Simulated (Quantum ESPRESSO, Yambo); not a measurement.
# SiC (P6_3mc): G0W0 with Yambo, start to end, part 3 of 3

How does a plane-wave GW calculation on SiC (P6_3mc) run from the first input to the gap?

Quantum ESPRESSO 7.5 and Yambo 5.3.0; PBE and many-body steps on it, plane waves. Known limits of the many-body steps: not at the basis limit; coarse k mesh.

So far. Step 3 (Bands along the symmetry lines): The gap is 2.228 eV, as in the run before at this level. Step 4 (Empty states on the mesh, 3×3×2 mesh, 989 bands): On this mesh the gap is 3.011 eV. The earlier step found 2.228 eV, so this mesh misses an edge.

### Step 6. Screening and self-energy, 3×3×2 mesh, 413 bands, screening to 231.3 eV

G0W0 replaces the xc potential by the self-energy, built once from these orbitals. Only a window of levels is corrected, while the sums run over the empty bands that the input names.

This step: G0W0 on PBE, plane waves, norm-conserving pseudopotentials.

The input, gw2.in:

```
HF_and_locXC
gw0
dyson
ppa
em1d
rim_cut
RandQpts= 1000000
RandGvec= 1 RL
EXXRLvcs= 74 Ry
VXCRLvcs= 296 Ry
Chimod= "HARTREE"
% BndsRnXp
 1 | 413 |
%
NGsBlkXp= 17 Ry
% LongDrXp
 1 | 1 | 1 |
%
% GbndRnge
 1 | 413 |
%
DysSolver= "n"
ExtendOut
PPAPntXp= 27.21138 eV
% QPkrange
 1 | 1 | 15 | 18 |
 3 | 3 | 15 | 18 |
%
```

The run is started by

```sh
> OMP_NUM_THREADS=1 mpirun -n 4 yambo -F gw2.in -J gw2 -C gw2 > gw2.log
```

The log of the run:

```text
 Yambo, version 5.3.0

 [02] CORE Variables Setup
 =========================

  [... cell, symmetries and grids as in the set-up ...]

  [02.05] Energies & Occupations
  ==============================

  [X] === General ===
  [X] Electronic Temperature                        :  0.000000  0.000000 [eV K]
  [X] Bosonic    Temperature                        :  0.000000  0.000000 [eV K]
  [X] Finite Temperature mode                       : no
  [X] El. density                                   :  0.38786E+24 [cm-3]
  [X] Fermi Level                                   :  9.607050 [eV]

  [X] === Gaps and Widths ===
  [X] Conduction Band Min                           :  3.011370 [eV]
  [X] Valence Band Max                              :  0.000000 [eV]
  [X] Filled Bands                                  :  16
  [X] Empty Bands                                   :    17   989
  [X] Direct Gap                                    :  3.856449 [eV]
  [X] Direct Gap localized at k                     :  3
  [X] Indirect Gap                                  :  3.011370 [eV]
  [X] Indirect Gap between kpts                     :  1  3
  [X] Last valence band width                       :  2.457014 [eV]
  [X] 1st conduction band width                     :  2.308218 [eV]

 [03] Transferred momenta grid and indexing
 ==========================================

 IBZ Q-points                                      :   6
 BZ  Q-points                                      :  18

 K/Q-points units:
 rlu = crystal or reduced units; cc = cartesian coordinates; iku = interal k-units

 Q [1]          [rlu]:  0.000000  0.000000  0.000000
 Q [2]          [rlu]:  0.000000  0.000000 -0.500000
 Q [3]          [rlu]:  0.31044E-17  0.33333       0.0000
 Q [4]          [rlu]:  0.31044E-17  0.33333     -0.50000
 Q [5]          [rlu]:  0.333333  0.333333  0.000000
 Q [6]          [rlu]:  0.333333  0.333333 -0.500000

 [04] Coloumb potential Random Integration (RIM)
 ===============================================

  [04.01] RIM initialization
  ==========================

  * Diagonal components only detected *

  8 x (sBL volume)        :  0.198010 [a.u.]
  sBZ random points       :  1000000
  Points outside the sBZ  :   7994252
  RL volume               :  0.445522 [a.u.]
  Integrated volume       :  0.445842 [a.u.]

  [04.02] RIM integrals
  =====================

  Gamma point sphere radius             :  0.105725 [a.u.]
  Points outside the sphere             :   812974
  [Int_sBZ(q=0) 1/q^2]*(Vol_sBZ)^(-1/3) =:  7.219046
                                 should be <:  7.795600

  Summary of Coulomb integrals for non-metallic bands |Q|[au] RIM/Bare

  Q [1] 0.100000E-4 0.926041 * Q [2] 0.165080 0.635036
  Q [3] 0.416089 1.145420 * Q [4] 0.447640 1.089992
  Q [5] 0.720687 1.044714 * Q [6] 0.739352 1.038534

 [WARNING] [Xp] User bands 1-413 break level degeneracy

 [05] Dipoles
 ============

  [05.01] Setup: observables and procedures
  =========================================

  [WARNING] [x,Vnl] slows the Dipoles computation. To neglect it rename the ns.kb_pp file

 [06] Dynamic Dielectric Matrix (PPA)
 ====================================

 [WR./gw2//ndb.pp]---------------------------------------------------------------
  Brillouin Zone Q/K grids (IBZ/BZ)                :   6  18   6  18
  RL vectors                                       :   7575 [WF]
  Coulomb cutoff potential                         : none
  Electronic Temperature                           :  0.000000 [K]
  Bosonic    Temperature                           :  0.000000 [K]
  PPA    diel. fun.  energies                      : Perdew, Burke & Ernzerhof(X)+Perdew, Burke & Ernzerhof(C)
  wavefunctions                                    : Perdew, Burke & Ernzerhof(X)+Perdew, Burke & Ernzerhof(C)
  Global Gauge                                     : length
  X matrix size                                    :   661
  X band range                                     :     1   413
  X e/h energy range                               : -1.000000 -1.000000 [eV]
  X Time ordering                                  : R
  X Hxc Kernel                                     : HARTREE
  X Drude frequency                                :  0.000000  0.000000
  X poles                                          :  100.0000 [o/o]
  RL vectors in the sum                            :   7575
  [r,Vnl] included                                 : yes
  Field direction                                  :  0.577350E-5  0.577350E-5  0.577350E-5
  BZ energy Double Grid                            : no
  BZ energy DbGd points                            : 0
  BZ Q point size factor                           : -1.000000
  X Optical Averaged directions                    : none

 [07] Local Exchange-Correlation + Non-Local Fock
 ================================================

 [VXC] Plane waves :   47781
 [EXS] Plane waves :   5987

 QP @ state[ 1 ] K range:  1  1
 QP @ state[ 1 ] b range:  15  18
 QP @ state[ 2 ] K range:  3  3
 QP @ state[ 2 ] b range:  15  18

 [xc] Functional : Perdew, Burke & Ernzerhof(X)+Perdew, Burke & Ernzerhof(C)
 [xc] LIBXC used to calculate xc functional
  PP Number of Atomic Species                      :  2
  NLCC RL compoments                               :   47781
  PP Number of Atomic Species                      :  2
  NLCC RL compoments                               :   47781

 [xc] E_xc :  -12.24063 [Ha]
      E_xc :  -24.48127 [Ry]

  Local XC kind (lXC) : Perdew, Burke & Ernzerhof(X)+Perdew, Burke & Ernzerhof(C)
  Non-Local XC kind (nlXC) : Hartree-Fock

  Corrections @ K [1] :  [eV]
 <15|nlXC|15> = -18.27240 -0.13262E-17 <15|lXC|15> = -15.02830 -0.37762E-15
 <16|nlXC|16> = -18.27292  0.65488E-18 <16|lXC|16> = -15.02830  0.37766E-15
 <17|nlXC|17> = -6.581981  0.14091E-17 <17|lXC|17> = -12.10234 -0.32847E-21
 <18|nlXC|18> = -6.394354 -0.61891E-17 <18|lXC|18> = -12.01083 -0.37759E-15

  Corrections @ K [3] :  [eV]
 <15|nlXC|15> = -17.23272 -0.12826E-16 <15|lXC|15> = -14.05953  0.94417E-16
 <16|nlXC|16> = -18.17055  0.22131E-16 <16|lXC|16> = -14.66267 -0.94475E-16
 <17|nlXC|17> = -6.013719 -0.63037E-18 <17|lXC|17> = -10.76830  0.18882E-15
 <18|nlXC|18> = -6.131333 -0.24900E-17 <18|lXC|18> = -10.83706 -0.16227E-16

 [08] Dyson equation: Newton solver
 ==================================

  [08.01] G0W0 (W PPA)
  ====================

  [  GW  ] Bands range     :     1   413
  [GW/PPA] G damping       :  0.100000 [eV]

  QP @ state[ 1 ] K range:  1  1
  QP @ state[ 1 ] b range:  15  18
  QP @ state[ 2 ] K range:  3  3
  QP @ state[ 2 ] b range:  15  18

   Sc/G bands                                       :     1   413
   Sc/G damping                                     :  0.100000 ev
   Sc bands terminator                              : no
   Sx RL components                                 :   5987

   QP @ state[ 1 ] K range                          :  1  1
   QP @ state[ 1 ] b range                          :  15  18
   QP @ state[ 2 ] K range                          :  3  3
   QP @ state[ 2 ] b range                          :  15  18
   GF energies kind                                 : Perdew, Burke & Ernzerhof(X)+Perdew, Burke & Ernzerhof(C)
   GF WF`s kind                                     : Perdew, Burke & Ernzerhof(X)+Perdew, Burke & Ernzerhof(C)
   Xs energies kind                                 : Perdew, Burke & Ernzerhof(X)+Perdew, Burke & Ernzerhof(C)
   Xs WF`s kind                                     : Perdew, Burke & Ernzerhof(X)+Perdew, Burke & Ernzerhof(C)

 [11] Game Over & Game summary
```

The job ended after 6.9 min (4 MPI ranks of Arm Neoverse V2, shared host; peak memory 2.6 GiB; 28 min of CPU time).

This step gave:

```
G0W0 gap on the points computed              : 3.875 eV
starting gap on the mesh                     : 3.011 eV
k of the valence top                         : 0, 0, 0
k of the conduction bottom                   : 0, 0.3333, 0
least direct G0W0 gap on the computed points : 4.818 eV
Z at the valence top                         : 0.7904
Z at the conduction bottom                   : 0.8141
```

The gap on the mesh goes from 3.01 eV to 3.87 eV, a correction of +0.86 eV. The start differs from the 2.23 eV found before because the two sample other k points.

Limits: finite bands, cutoff and mesh; coarse k mesh. v1 is the top filled band, c1 the lowest empty one. The levels before and after the correction (eV, zero at the valence-band top of each column):

|  | conduction bottom | valence top |
| --- | --- | --- |
| Kohn-Sham | 3.01 | 0.00 |
| G0W0 | 3.87 | 0.00 |

|  | level | energy (eV) |
| --- | --- | --- |
| Kohn-Sham | Γ v2-v1 | 0.000 |
| Kohn-Sham | Γ c1 | 5.111 |
| Kohn-Sham | Γ c2 | 5.691 |
| Kohn-Sham | (0 0.333 0) v2 | -1.372 |
| Kohn-Sham | (0 0.333 0) v1 | -0.845 |
| Kohn-Sham | (0 0.333 0) c1 | 3.011 |
| Kohn-Sham | (0 0.333 0) c2 | 3.247 |
| G0W0 | Γ v2-v1 | 0.000 |
| G0W0 | Γ c1 | 6.110 |
| G0W0 | Γ c2 | 6.683 |
| G0W0 | (0 0.333 0) v2 | -1.442 |
| G0W0 | (0 0.333 0) v1 | -0.943 |
| G0W0 | (0 0.333 0) c1 | 3.875 |
| G0W0 | (0 0.333 0) c2 | 4.114 |

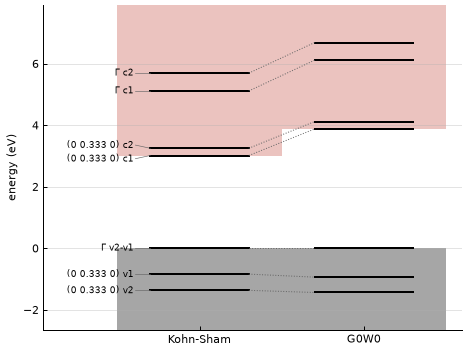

Levels before and after the correction. Shaded: valence and conduction bands.

### Step 7. Where the time went

Times are wall times on the hardware named with each run, good to a factor of about two.

| step | time | share | memory (GiB) |
| --- | --- | --- | --- |
| ground state | 11 s | 1 % | 0.36 |
| bands along the symmetry lines | 15 s | 2 % | 0.3 |
| empty states on the mesh | 5.8 min | 44 % | 2.7 |
| conversion and set-up | 2.4 s | 0 % | 0.24 |
| screening and self-energy | 6.9 min | 52 % | 2.6 |

### Step 8. Results

```json
{
  "PBE gap": "2.23 eV, indirect",
  "G0W0 gap on the mesh": "3.87 eV",
  "G0W0 gap over the zone (rigid shift)": "3.09 eV",
  "GW settings": "3×3×2 mesh, 413 bands, screening to 231.3 eV, Godby-Needs plasmon pole",
  "known limits": "not at the basis limit; coarse k mesh"
}
```

What this shows: G0W0 moves the gap on the mesh from 3.01 eV to 3.87 eV (+0.86 eV), with Z of 0.79 and 0.81 at the edges. The mesh misses the band edges by 0.78 eV in all; a rigid shift gives 3.09 eV for the zone. Only 2 of the mesh's irreducible points were corrected, so a valley elsewhere could overtake. Against experiment, by G0W0@PBE: the gap of 3.09 eV lies −0.19 eV from the measured 3.285 eV (kind not stated, quoted 2018); the gap of 3.09 eV lies −0.17 eV from the measured 3.26 eV (kind not stated, quoted 2020); the gap of 3.09 eV lies −0.11 eV from the measured 3.2 eV (kind not stated, quoted 2020). The calculation has static nuclei and no excitons; a measured gap holds zero-point and thermal motion, which mostly lowers it. Bands and cutoff are finite, so the gap is not at the basis limit. The miss can reach some tenths of an eV and take either sign; the mesh is an error of its own. In the G0W0 run levels were corrected at 2 k points alone, so a gap called «on the mesh» is the least over those, and an edge elsewhere would be missed. A denser mesh or path gives a starting gap of 2.23 eV: the GW mesh misses a band edge, so its gaps are not the fundamental one. The 3×3×2 mesh is coarse for this cell, which bears on the long-range parts of exchange and screening.

[Paths, hosts, dates, memory and timing lines, banners, echoed tables and standing remarks are left out of the program output.]

[Logs are printed without paths, hosts, clocks, repeated set-up lines and the standing remarks that a program may print on its own settings, such as how far it seeks lower states.]

[Runs of the session that timed out or met a known fault of the program may be left out.]

[Hosts, paths, dates, database ids (printed as entryN), source tags and the programs' standing remarks are cut or masked in the printed files.]
